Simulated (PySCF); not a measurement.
# C₃H₅FO₂: NMR shifts at several levels of theory, part 2 of 2

PySCF 2.14.0. Atoms count from 0. Earlier steps stand in the parts before.

## (8) Nuclear shieldings: KT2/pcSseg-2

What the job is given:

```
{"job": {"kind": "nmr", "xc": "KT2", "basis": "pcSseg-2", "pop": false}, "charge": 0, "multiplicity": 1}
F     -0.485825     1.915828     0.207015
C     -0.265124     0.821688    -0.592519
C     -1.003200    -0.393134    -0.003706
O      0.021542    -1.287281     0.348282
C      1.180587    -0.524495     0.430527
O      1.057645     0.455845    -0.573459
H     -0.547584     1.106334    -1.617076
H     -1.677451    -0.879463    -0.723275
H     -1.586739    -0.057168     0.872689
H      2.058780    -1.150072     0.219901
H      1.280491    -0.039014     1.423981
```

Level: GIAO KT2/pcSseg-2 NMR shielding, non-relativistic, gas phase.

What it wrote:

```text
coarse grid: 9616 points
cycle   1  E = -373.0390631151  dE =  9.576e-01  |g| = 1.054e+00  |ddm| = 2.184e+00
cycle   2  E = -372.5337869422  dE =  5.053e-01  |g| = 1.979e+00  |ddm| = 2.258e+00
cycle   3  E = -373.2152772255  dE = -6.815e-01  |g| = 1.317e-01  |ddm| = 1.813e+00
cycle   4  E = -373.2177836976  dE = -2.506e-03  |g| = 7.798e-02  |ddm| = 1.309e-01
cycle   5  E = -373.2188979347  dE = -1.114e-03  |g| = 2.456e-02  |ddm| = 5.930e-02
cycle   6  E = -373.2189873968  dE = -8.946e-05  |g| = 9.375e-03  |ddm| = 1.867e-02
cycle   7  E = -373.2190049527  dE = -1.756e-05  |g| = 1.567e-03  |ddm| = 6.857e-03
cycle   8  E = -373.2190052525  dE = -2.998e-07  |g| = 1.014e-03  |ddm| = 1.644e-03
final grid: 94504 points
cycle   9  E = -373.2351152332  dE = -5.410e-04  |g| = 1.877e-02  |ddm| = 1.370e-01
cycle  10  E = -373.2349683240  dE =  1.469e-04  |g| = 3.539e-02  |ddm| = 2.792e-02
cycle  11  E = -373.2351663746  dE = -1.981e-04  |g| = 2.472e-03  |ddm| = 1.978e-02
cycle  12  E = -373.2351670514  dE = -6.768e-07  |g| = 1.520e-03  |ddm| = 2.304e-03
cycle  13  E = -373.2351674595  dE = -4.081e-07  |g| = 3.743e-04  |ddm| = 9.280e-04
cycle  14  E = -373.2351674841  dE = -2.457e-08  |g| = 1.163e-04  |ddm| = 3.144e-04
cycle  15  E = -373.2351674866  dE = -2.542e-09  |g| = 2.642e-05  |ddm| = 8.161e-05
cycle  16  E = -373.2351674867  dE = -1.100e-10  |g| = 1.067e-05  |ddm| = 2.501e-05
converged SCF energy = -373.2351674867

GIAO shielding tensors (ppm)
atom      isotropic    diamagn.    paramagn.     s11        s22        s33       span
  0 F      294.384     469.733    -175.349    206.420    323.657    353.077    146.657
  1 C       68.644     240.404    -171.760     34.446     72.888     98.599     64.153
  2 C      106.214     244.192    -137.978     74.023     99.120    145.500     71.477
  3 O      243.531     387.285    -143.754    149.327    233.170    348.097    198.770
  4 C       82.068     241.441    -159.373     43.355     86.507    116.343     72.989
  5 O      169.629     388.389    -218.760    122.207    132.934    253.746    131.539
  6 H       25.148      28.373      -3.226     21.618     24.579     29.246      7.627
  7 H       26.987      28.824      -1.838     23.403     25.717     31.839      8.436
  8 H       27.466      29.681      -2.215     23.701     26.603     32.094      8.392
  9 H       25.965      27.685      -1.720     22.106     24.843     30.945      8.838
 10 H       26.035      29.408      -3.373     21.650     25.117     31.338      9.688
```

It took 81 s on 1 thread of Arm Neoverse N1, shared host; peak memory 0.89 GiB.

Key values: δ C1 113.6, C4 100.2, C2 76.1, F0 -158.0, H6 6.03, H9 5.21 ppm.

## (9) Shielding tensors: KT3/pcSseg-2

Settings changed since step 8:

```diff
@@ -1,2 +1,2 @@
-{"job": {"kind": "nmr", "xc": "KT2", "basis": "pcSseg-2", "pop": false}, "charge": 0, "multiplicity": 1}
+{"job": {"kind": "nmr", "xc": "KT3", "basis": "pcSseg-2", "pop": false}, "charge": 0, "multiplicity": 1}
 F     -0.485825     1.915828     0.207015
```

Method: GIAO KT3/pcSseg-2 NMR shielding, non-relativistic, gas phase.

What it wrote:

```text
coarse grid: 9616 points
cycle   1  E = -372.5836320660  dE =  9.367e-01  |g| = 1.050e+00  |ddm| = 2.135e+00
cycle   2  E = -372.0895078763  dE =  4.941e-01  |g| = 1.953e+00  |ddm| = 2.530e+00
cycle   3  E = -372.7596765564  dE = -6.702e-01  |g| = 1.307e-01  |ddm| = 2.072e+00
cycle   4  E = -372.7621356812  dE = -2.459e-03  |g| = 7.719e-02  |ddm| = 1.319e-01
cycle   5  E = -372.7632407456  dE = -1.105e-03  |g| = 2.388e-02  |ddm| = 6.136e-02
cycle   6  E = -372.7633259999  dE = -8.525e-05  |g| = 8.972e-03  |ddm| = 1.890e-02
cycle   7  E = -372.7633421732  dE = -1.617e-05  |g| = 1.488e-03  |ddm| = 6.725e-03
cycle   8  E = -372.7633424583  dE = -2.851e-07  |g| = 9.093e-04  |ddm| = 1.544e-03
final grid: 94504 points
cycle   9  E = -372.7753385215  dE = -4.897e-04  |g| = 2.313e-02  |ddm| = 1.150e-01
cycle  10  E = -372.7750911257  dE =  2.474e-04  |g| = 4.485e-02  |ddm| = 3.797e-02
cycle  11  E = -372.7754168589  dE = -3.257e-04  |g| = 2.121e-03  |ddm| = 2.752e-02
cycle  12  E = -372.7754174445  dE = -5.857e-07  |g| = 1.372e-03  |ddm| = 2.247e-03
cycle  13  E = -372.7754177651  dE = -3.206e-07  |g| = 3.487e-04  |ddm| = 9.769e-04
cycle  14  E = -372.7754177884  dE = -2.323e-08  |g| = 8.590e-05  |ddm| = 3.194e-04
cycle  15  E = -372.7754177897  dE = -1.352e-09  |g| = 2.185e-05  |ddm| = 7.768e-05
cycle  16  E = -372.7754177898  dE = -8.640e-11  |g| = 6.877e-06  |ddm| = 2.020e-05
converged SCF energy = -372.7754177898

GIAO shielding tensors (ppm)
atom      isotropic    diamagn.    paramagn.     s11        s22        s33       span
  0 F      298.420     470.972    -172.552    212.913    327.475    354.872    141.958
  1 C       68.777     241.120    -172.343     34.996     73.209     98.126     63.130
  2 C      105.909     244.968    -139.059     74.257     98.432    145.038     70.781
  3 O      242.270     389.505    -147.235    151.026    233.219    342.567    191.541
  4 C       82.076     241.773    -159.697     43.765     86.103    116.359     72.595
  5 O      172.318     390.681    -218.364    126.933    138.008    252.012    125.078
  6 H       25.370      28.554      -3.183     21.848     24.835     29.427      7.579
  7 H       27.199      29.103      -1.904     23.663     25.931     32.002      8.339
  8 H       27.630      30.129      -2.499     23.929     26.786     32.174      8.246
  9 H       26.165      27.911      -1.746     22.362     25.038     31.095      8.733
 10 H       26.240      29.945      -3.705     21.923     25.316     31.481      9.559
```

Wall time 80 s (1 thread of Arm Neoverse N1, shared host); peak memory 0.87 GiB.

In short: δ C1 112.5, C4 99.2, C2 75.4, F0 -151.5, H6 5.98, H9 5.19 ppm.

## (10) Shielding tensors: B97-D/pcSseg-2

Settings changed since step 9:

```diff
@@ -1,2 +1,2 @@
-{"job": {"kind": "nmr", "xc": "KT3", "basis": "pcSseg-2", "pop": false}, "charge": 0, "multiplicity": 1}
+{"job": {"kind": "nmr", "xc": "B97-D", "basis": "pcSseg-2", "pop": false}, "charge": 0, "multiplicity": 1}
 F     -0.485825     1.915828     0.207015
```

With the program's defaults for keys left out, this is: GIAO B97-D/pcSseg-2 NMR shielding, non-relativistic, gas phase.

What it wrote:

```text
coarse grid: 9616 points
cycle   1  E = -367.3497835526  dE =  9.103e-01  |g| = 1.020e+00  |ddm| = 2.202e+00
cycle   2  E = -366.8778403104  dE =  4.719e-01  |g| = 1.924e+00  |ddm| = 2.252e+00
cycle   3  E = -367.5137105592  dE = -6.359e-01  |g| = 1.352e-01  |ddm| = 1.815e+00
cycle   4  E = -367.5164768165  dE = -2.766e-03  |g| = 7.528e-02  |ddm| = 1.284e-01
cycle   5  E = -367.5174595103  dE = -9.827e-04  |g| = 2.241e-02  |ddm| = 5.575e-02
cycle   6  E = -367.5175298488  dE = -7.034e-05  |g| = 8.210e-03  |ddm| = 1.681e-02
cycle   7  E = -367.5175433515  dE = -1.350e-05  |g| = 1.528e-03  |ddm| = 6.204e-03
cycle   8  E = -367.5175436534  dE = -3.020e-07  |g| = 9.408e-04  |ddm| = 1.409e-03
final grid: 94504 points
cycle   9  E = -367.5147062797  dE = -1.908e-04  |g| = 1.322e-02  |ddm| = 6.426e-02
cycle  10  E = -367.5146407811  dE =  6.550e-05  |g| = 2.473e-02  |ddm| = 1.846e-02
cycle  11  E = -367.5147294375  dE = -8.866e-05  |g| = 1.290e-03  |ddm| = 1.292e-02
cycle  12  E = -367.5147296379  dE = -2.004e-07  |g| = 7.980e-04  |ddm| = 1.129e-03
cycle  13  E = -367.5147297452  dE = -1.072e-07  |g| = 1.286e-04  |ddm| = 4.557e-04
cycle  14  E = -367.5147297479  dE = -2.791e-09  |g| = 5.490e-05  |ddm| = 1.131e-04
cycle  15  E = -367.5147297485  dE = -5.097e-10  |g| = 1.519e-05  |ddm| = 3.815e-05
converged SCF energy = -367.5147297485

GIAO shielding tensors (ppm)
atom      isotropic    diamagn.    paramagn.     s11        s22        s33       span
  0 F      302.362     470.738    -168.376    218.232    331.842    357.011    138.779
  1 C       63.506     241.200    -177.693     29.149     67.981     93.388     64.239
  2 C      101.379     245.387    -144.008     68.694     94.049    141.393     72.699
  3 O      245.872     391.002    -145.130    153.081    239.021    345.515    192.434
  4 C       77.440     242.078    -164.638     38.273     81.593    112.455     74.181
  5 O      175.013     392.184    -217.171    130.323    139.615    255.100    124.778
  6 H       25.388      28.893      -3.505     21.899     24.979     29.287      7.387
  7 H       27.190      29.426      -2.236     23.709     26.003     31.858      8.149
  8 H       27.599      30.198      -2.599     23.931     26.845     32.021      8.089
  9 H       26.170      28.157      -1.986     22.408     25.098     31.005      8.597
 10 H       26.203      29.833      -3.630     21.934     25.382     31.291      9.357
```

It took 78 s on 1 thread of Arm Neoverse N1, shared host; peak memory 0.87 GiB.

Key values: δ C1 115.5, C4 101.6, C2 77.6, F0 -148.2, H6 6.01, H9 5.23 ppm.

## (11) Nuclear shieldings: B3LYP/pcSseg-2

Settings changed since step 10:

```diff
@@ -1,2 +1,2 @@
-{"job": {"kind": "nmr", "xc": "B97-D", "basis": "pcSseg-2", "pop": false}, "charge": 0, "multiplicity": 1}
+{"job": {"kind": "nmr", "xc": "B3LYP", "basis": "pcSseg-2", "pop": false}, "charge": 0, "multiplicity": 1}
 F     -0.485825     1.915828     0.207015
```

Method: GIAO B3LYP/pcSseg-2 NMR shielding, non-relativistic, gas phase.

What it wrote:

```text
coarse grid: 9616 points
cycle   1  E = -367.6153782417  dE =  1.004e+00  |g| = 9.398e-01  |ddm| = 2.176e+00
cycle   2  E = -367.4000393121  dE =  2.153e-01  |g| = 1.475e+00  |ddm| = 1.327e+00
cycle   3  E = -367.7543900731  dE = -3.544e-01  |g| = 8.073e-02  |ddm| = 9.134e-01
cycle   4  E = -367.7552995465  dE = -9.095e-04  |g| = 3.978e-02  |ddm| = 5.932e-02
cycle   5  E = -367.7555595413  dE = -2.600e-04  |g| = 1.334e-02  |ddm| = 2.784e-02
cycle   6  E = -367.7555855503  dE = -2.601e-05  |g| = 3.687e-03  |ddm| = 8.005e-03
cycle   7  E = -367.7555882128  dE = -2.663e-06  |g| = 5.138e-04  |ddm| = 2.432e-03
final grid: 94504 points
cycle   8  E = -367.7532710259  dE = -9.061e-05  |g| = 6.331e-03  |ddm| = 3.776e-02
cycle   9  E = -367.7532641111  dE =  6.915e-06  |g| = 9.038e-03  |ddm| = 7.512e-03
cycle  10  E = -367.7532784093  dE = -1.430e-05  |g| = 7.643e-04  |ddm| = 4.363e-03
cycle  11  E = -367.7532784896  dE = -8.032e-08  |g| = 3.445e-04  |ddm| = 7.399e-04
cycle  12  E = -367.7532785124  dE = -2.283e-08  |g| = 5.028e-05  |ddm| = 2.682e-04
cycle  13  E = -367.7532785127  dE = -2.861e-10  |g| = 2.664e-05  |ddm| = 3.864e-05
converged SCF energy = -367.7532785127

GIAO shielding tensors (ppm)
atom      isotropic    diamagn.    paramagn.     s11        s22        s33       span
  0 F      308.407     470.062    -161.654    220.785    340.041    364.396    143.611
  1 C       63.880     238.056    -174.176     31.214     67.489     92.938     61.724
  2 C      101.675     241.675    -140.000     69.069     94.873    141.085     72.016
  3 O      252.814     389.237    -136.424    158.197    247.642    352.602    194.406
  4 C       78.191     238.641    -160.449     39.841     82.029    112.704     72.863
  5 O      179.814     390.383    -210.569    133.766    143.030    262.646    128.880
  6 H       25.533      28.797      -3.264     22.011     25.011     29.577      7.567
  7 H       27.236      29.257      -2.020     23.628     26.050     32.031      8.403
  8 H       27.678      29.820      -2.142     23.984     26.876     32.174      8.190
  9 H       26.265      28.203      -1.938     22.389     25.147     31.258      8.868
 10 H       26.360      29.505      -3.145     22.108     25.491     31.480      9.372
```

It took 62 s on 1 thread of Arm Neoverse N1, shared host; peak memory 1.2 GiB.

This run: δ C1 115.3, C4 101.0, C2 77.5, F0 -138.7, H6 5.86, H9 5.12 ppm.

## (12) Run by run: NMR shifts

Shifts (ppm) of some atoms, chosen among heavy atoms and hydrogens apart, with basis size and wall time:

| run | C1 | C4 | H6 | H10 | F0 | O5 | O3 | functions | time |
| --- | --- | --- | --- | --- | --- | --- | --- | --- | --- |
| HF/pcSseg-2 | 100.0 | 87.8 | 5.30 | 4.45 | -107.0 | 101.1 | 33.2 | 286 | 34 s |
| LDA/pcSseg-2 | 121.2 | 106.1 | 6.15 | 5.28 | -155.8 | 165.1 | 85.7 | 286 | 64 s |
| PBE/pcSseg-2 | 117.9 | 103.5 | 6.06 | 5.21 | -152.1 | 158.2 | 84.0 | 286 | 78 s |
| BLYP/pcSseg-2 | 118.7 | 104.0 | 6.06 | 5.26 | -150.4 | 159.6 | 85.8 | 286 | 82 s |
| BP86/pcSseg-2 | 117.7 | 103.4 | 6.04 | 5.21 | -152.9 | 155.1 | 81.1 | 286 | 77 s |
| OPBE/pcSseg-2 | 114.0 | 100.6 | 6.00 | 5.11 | -148.4 | 149.9 | 80.4 | 286 | 81 s |
| KT2/pcSseg-2 | 113.6 | 100.2 | 6.03 | 5.14 | -158.0 | 154.7 | 80.8 | 286 | 81 s |
| KT3/pcSseg-2 | 112.5 | 99.2 | 5.98 | 5.11 | -151.5 | 151.5 | 81.5 | 286 | 80 s |
| B97-D/pcSseg-2 | 115.5 | 101.6 | 6.01 | 5.19 | -148.2 | 150.2 | 79.3 | 286 | 78 s |
| B3LYP/pcSseg-2 | 115.3 | 101.0 | 5.86 | 5.03 | -138.7 | 146.0 | 73.0 | 286 | 62 s |

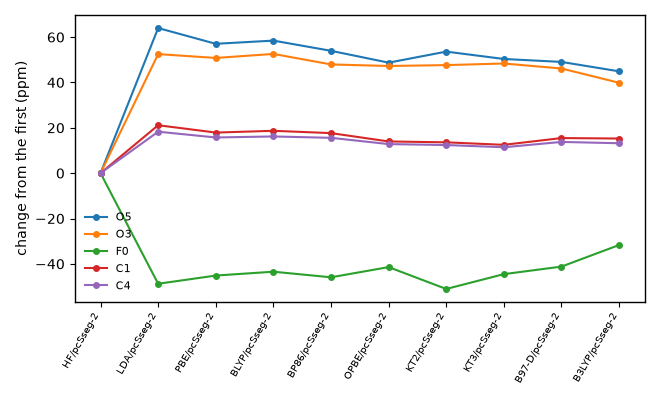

How five of the tabulated atoms move from run to run.

## (13) What came out

This closing draws on all 2 parts.

```
                              quantity                             value
  13C shifts against TMS (HF/pcSseg-2)             100.0, 87.8, 67.6 ppm
   1H shifts against TMS (HF/pcSseg-2)  5.30, 4.73, 4.45, 3.83, 3.43 ppm
19F shifts against CFCl3 (HF/pcSseg-2)                        -107.0 ppm
  17O shifts against H2O (HF/pcSseg-2)                   101.1, 33.2 ppm
              range of the shift of O5                101.1 to 165.1 ppm
```

Single values in the summary come from the first run of each kind that ended normally (HF/pcSseg-2), which need not be the best level. The most deshielded hydrogen is H6 (hydrogen on an sp3 CH bonded to F and O), at 5.30 ppm: its carbon carries F and O, an electronegative neighbour. At HF/pcSseg-2: The widest tensor belongs to O3: span 175 ppm, with a paramagnetic part of -95 ppm. Across the 10 runs the shift of O5 moves most, between 101.1 (HF/pcSseg-2) and 165.1 ppm (LDA/pcSseg-2).
